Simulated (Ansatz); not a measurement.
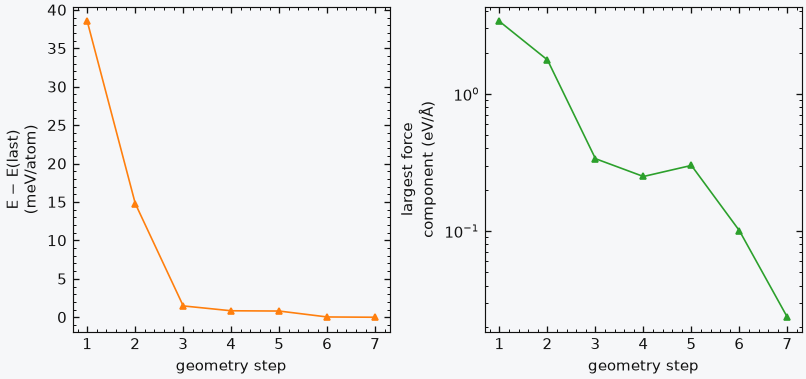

History of a geometry optimisation. Only the atoms move.

The run: VSi$_{15}$O$_{32}$ (defect cell, 48 atoms in the cell, total charge +1), by DFT, PBE, plane-wave PAW, default files, scalar-relativistic in Ansatz; cutoff 420 eV, 3×3×3 k-mesh, Fermi–Dirac smearing of 0.01 eV.

> How did it end, and what did it gain?

The optimisation met its thresholds at geometry 7, counting the start as the first. The energy fell by about 39 meV/atom from the first step to the last. The largest force component goes from about 3.4 eV/Å at the start to 0.023 eV/Å at the end.

> By which step was nine tenths of the energy gained?

By step 3 of 7.
